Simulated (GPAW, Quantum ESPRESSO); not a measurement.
Consider CdH2O2 (P-3m1).

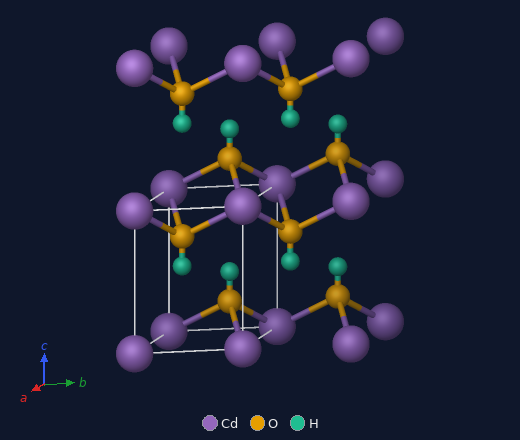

The structure (cadmium purple, oxygen orange, hydrogen teal). Bonds to atoms that aren't drawn are left out. 1×2×2 cells are drawn. Some periodic images of atoms are drawn too.

```xyz
5
Lattice="3.5155 0.0000 0.0000 -1.7578 3.0445 0.0000 0.0000 0.0000 4.6430" Properties=species:S:1:pos:R:3 pbc="T T T"
Cd    0.0000    0.0000    0.0000
O     0.0000    2.0297    1.1172
O     1.7578    1.0148    3.5257
H     0.0000    2.0297    2.0849
H     1.7578    1.0148    2.5581
```

Absorber: atom 2, with 1 H at 0.97 Å and 3 Cd at 2.32 Å (distorted tetrahedral, site symmetry 3m). Method: Quantum ESPRESSO XSpectra, LDA, full core hole (charged cell), 15-atom cell with 5.8 Å between holes, 5×5×5 k points, dipole transitions, Lorentzian half width 0.3 eV up to 4 eV, rising linearly to 2.5 eV at 25 eV (counted from xe0, 0.7 eV below the zero used here).

Predict the near-edge structure at the O K edge.

Main maxima up to 24 eV above the zero (height): 4.5 eV (2.56) and 21.6 eV (0.95). A K edge sees empty p states on the absorber. The total-energy difference plus the lowest empty eigenvalue puts the zero at 533.79 eV. One term is added: -8.83 eV, since the hole is spin-paired here and a spin-polarised one costs that much less in the free atom (computed apart). The photon energy is then 524.96 eV. The functional and the charged cell's background leave an error in such absolute values: in the free atom LDA prices this hole 4.1 eV below PBE (computed apart), and PBE is itself good to a few eV.

The O K spectrum (energy from the lowest empty level; intensity scaled to a mean of 1 over the first 20 eV; the points at xe0, where the cut of filled states can leave a spike, are interpolated; polarised curves are means over the symmetry-equivalent atoms):

| E (eV) | isotropic | ε ⊥ c | ε ∥ c |
| --- | --- | --- | --- |
| -2.0 | 0.03 | 0.02 | 0.04 |
| -0.5 | 0.05 | 0.04 | 0.07 |
| 1.0 | 0.15 | 0.12 | 0.21 |
| 2.5 | 0.61 | 0.48 | 0.87 |
| 4.0 | 2.15 | 1.73 | 2.99 |
| 5.5 | 1.91 | 1.17 | 3.38 |
| 7.0 | 1.70 | 1.28 | 2.54 |
| 8.5 | 1.14 | 0.82 | 1.78 |
| 10.0 | 1.01 | 0.75 | 1.54 |
| 11.5 | 0.82 | 0.76 | 0.92 |
| 13.0 | 0.67 | 0.69 | 0.64 |
| 14.5 | 0.60 | 0.60 | 0.61 |
| 16.0 | 0.64 | 0.59 | 0.75 |
| 17.5 | 0.75 | 0.67 | 0.92 |
| 19.0 | 0.85 | 0.74 | 1.07 |
| 20.5 | 0.93 | 0.84 | 1.12 |
| 22.0 | 0.95 | 0.92 | 1.00 |
| 23.5 | 0.88 | 0.92 | 0.81 |
| 25.0 | 0.80 | 0.84 | 0.73 |
| 26.5 | 0.74 | 0.75 | 0.73 |
| 28.0 | 0.69 | 0.68 | 0.71 |
| 29.5 | 0.67 | 0.66 | 0.69 |
| 31.0 | 0.67 | 0.66 | 0.70 |

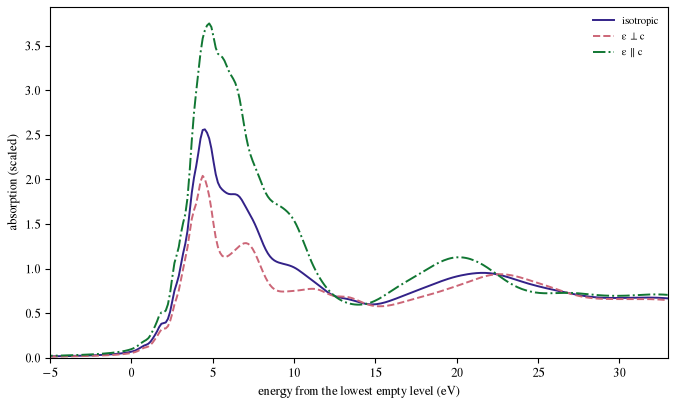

The O K edge.

The holes are only 5.8 Å apart, so the shape is probably not converged with cell size; no larger cell was run here. The structure is a computed Materials Project entry and may be a hypothetical form.

[Banner, clock and machine lines of the logs are left out without a mark of their own.]

[Logs are printed without paths, hosts, clocks, repeated set-up lines and the standing remarks that a program may print on its own settings, such as how far it seeks lower states.]

[Hosts, paths, dates, database ids (printed as entryN), source tags and the programs' standing remarks are cut or masked in the printed files.]

[Lists of maxima count a maximum above −3 eV only where it reaches 4 % of the highest in the window and stands out from its surroundings by 2 % of it (1.5 % where it reaches 55 %); shoulders and weaker maxima are passed over, and of the rest the first, up to two pre-edge ones and the few strongest are named.]
